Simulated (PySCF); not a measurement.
## Electronic structure of InB (charge −1, quartet) in real space

```json
{"atom": "In", "x (Å)": "0.0000", "y (Å)": "0.0000", "z (Å)": "-0.1987"}
{"atom": "B", "x (Å)": "0.0000", "y (Å)": "0.0000", "z (Å)": "2.0743"}
```

Core potentials replace the inner electrons of In.

All numbers below come from PBE0/aug-cc-pVDZ(-PP), non-relativistic Hamiltonian with scalar-relativistic core potentials where named, at a bond length of 2.273 Å in PySCF.

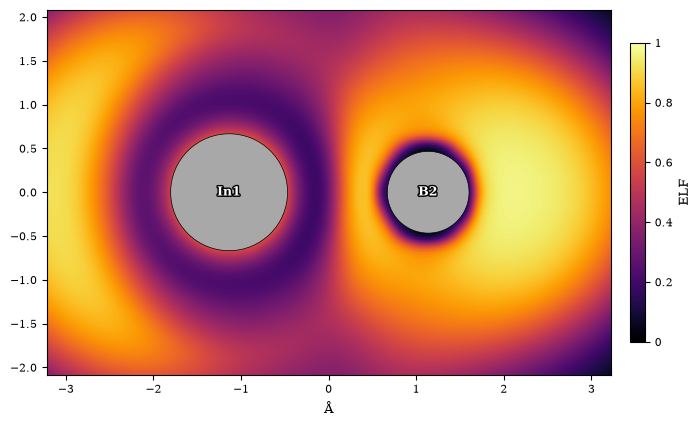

Figure 1. Electron localisation function on a plane that holds the molecular axis. Grey discs cover the atomic cores.

Question: Read the bonding off the picture.

Answer:
- Atoms in the plane: In and B.
- In–B (2.27 Å): the ELF peaks at about 0.85 in the valence shell of B, 0.8 Å from its nucleus, and drops to about 0.20 between the two atoms.
- The ELF also peaks beside B2, away from the bonds: non-bonding electrons, paired or unpaired.

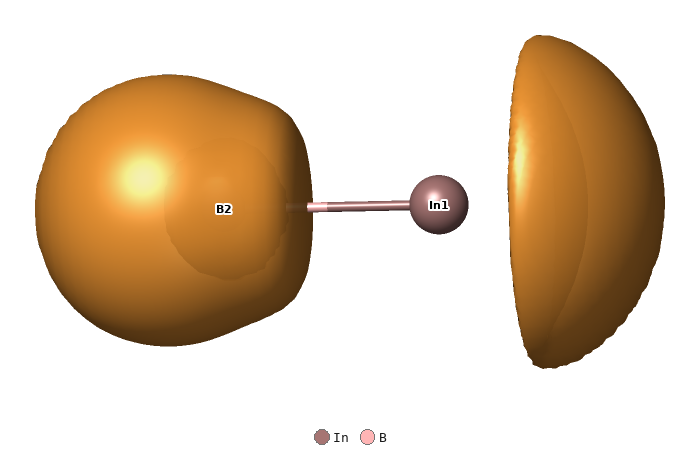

Figure 2. Isosurface of the electron localisation function at 0.75 (orange), seen from one side. Core shells and regions of very low density are left out.

Question: Identify the bonds, lone pairs and shells in this picture.

Answer: The surface consists of one lobe on B, pointing away from the bonds (non-bonding electrons) and one lobe on In, pointing away from the bonds (non-bonding electrons).
